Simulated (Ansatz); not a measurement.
C₂H₈AlNO (SMILES C[O][Al]([CH3])[NH2])

| atom | x (Å) | y (Å) | z (Å) |
| --- | --- | --- | --- |
| C | -1.3846 | 0.3075 | -1.7803 |
| O | -1.1148 | -0.4340 | -0.6326 |
| Al | 0.0975 | -0.3836 | 0.5479 |
| C | 1.5410 | 0.9202 | 0.4886 |
| N | -0.0419 | -1.5918 | 1.8263 |
| H | -2.3704 | 0.7812 | -1.7069 |
| H | -0.6462 | 1.1014 | -1.9593 |
| H | -1.3938 | -0.3428 | -2.6627 |
| H | 1.1546 | 1.9437 | 0.5158 |
| H | 2.2315 | 0.8061 | 1.3282 |
| H | 2.1239 | 0.8276 | -0.4329 |
| H | 0.5981 | -1.6906 | 2.5963 |
| H | -0.7743 | -2.2797 | 1.8863 |

Geometry: PBE0-D4/def2-TZVP.

The calculation used RKS PBE0-D4/def2-TZVPP (Ansatz).

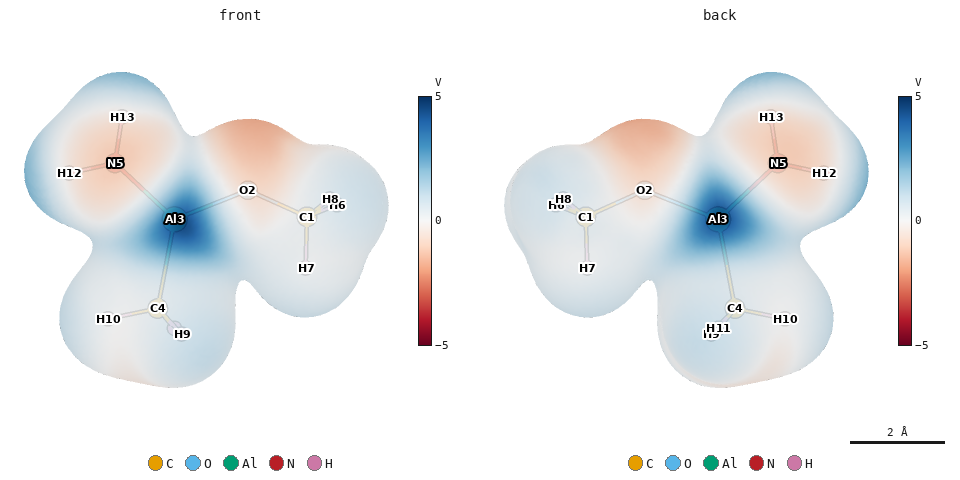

Figure 1. The electrostatic potential painted on the density surface at 0.004 e/bohr³, seen from the front and from behind; the colour scale runs from red (negative) to blue (positive).

Which sites attract a positive test charge, and which a negative one?

A positive charge is drawn to the negative regions and a negative charge to the positive ones. The most negative region (about −1.7 V, or −39 kcal/mol for a unit charge) lies over O2, the most positive (about +4.2 V, or +97 kcal/mol for a unit charge) over Al3. O2 is the likeliest acceptor of a hydrogen bond.

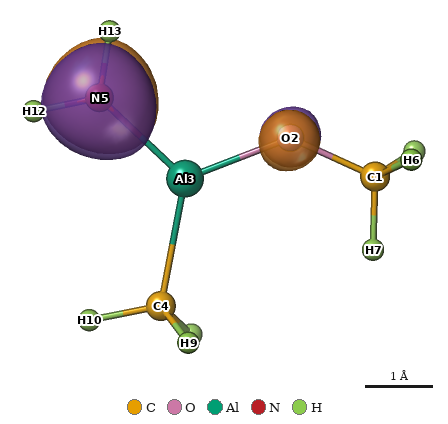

Figure 2. The HOMO at ±0.2 Å⁻³ᐟ² (orange and purple are the two phases), seen across its widest extent.

What is the character of this orbital?

By Hirshfeld shares it lies mainly on N5 (about 65 %) and O2 (about 10 %). Its energy is −7.12 eV.

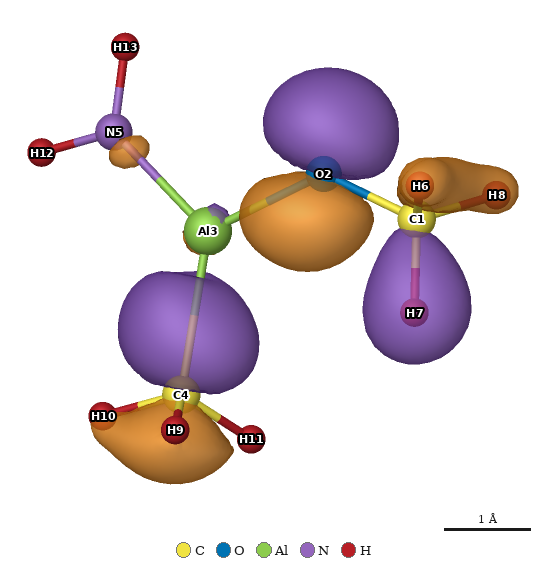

Figure 3. The HOMO−1 at ±0.15 Å⁻³ᐟ² (orange and purple are the two phases), seen at a tilt.

Describe this orbital and give its energy.

It lies mainly on O2 (about 45 %), C4 (about 20 %), Al3 (about 10 %), C1 (about 10 %) and H7 (about 5 %). Its energy is −7.74 eV.
